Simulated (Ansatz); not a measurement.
```xyz
12

C    -2.6912   -1.0728    0.2938
C    -1.8852   -1.7735   -0.5285
C    -0.9031   -0.9983   -1.3323
C    -0.9014    0.3399   -1.1708
O    -1.8472    1.6092    1.4051
Si   -2.2744    0.7421    0.0465
H    -1.1290    1.2416    1.9286
H    -3.3867    1.5260   -0.5566
H    -3.4490   -1.5533    0.9161
H    -1.9227   -2.8640   -0.6338
H    -0.2322   -1.5296   -2.0173
H    -0.2231    0.9930   -1.7238
```

Geometry: PBE0-D3(BJ)/def2-SVP.

All numbers below come from isolated molecule in a Gaussian basis; Kohn-Sham density functional theory, functional PBE0 (Ansatz 0.2.0).

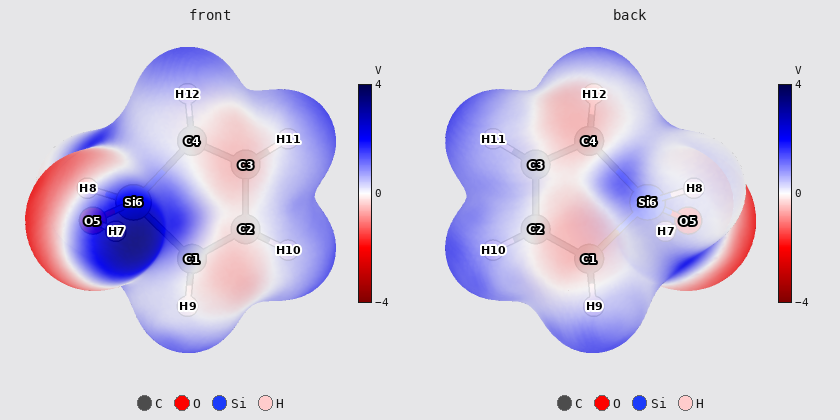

C$_{4}$H$_{6}$OSi. The molecular electrostatic potential painted on the density surface at 0.004 e/bohr³, seen from the front and from behind; the colour scale runs from red (negative) to blue (positive).

Q: Which sites attract a positive test charge, and which a negative one?

A: A positive charge is drawn to the negative regions and a negative charge to the positive ones. The most negative region (about −1.6 V, or −37 kcal/mol for a unit charge) lies over O5, the most positive (about +3.3 V, or +76 kcal/mol for a unit charge) over H7. O5 is the likeliest acceptor of a hydrogen bond.

Q: What dipole moment does the calculation give?

A: Its dipole moment is 1.94 D.
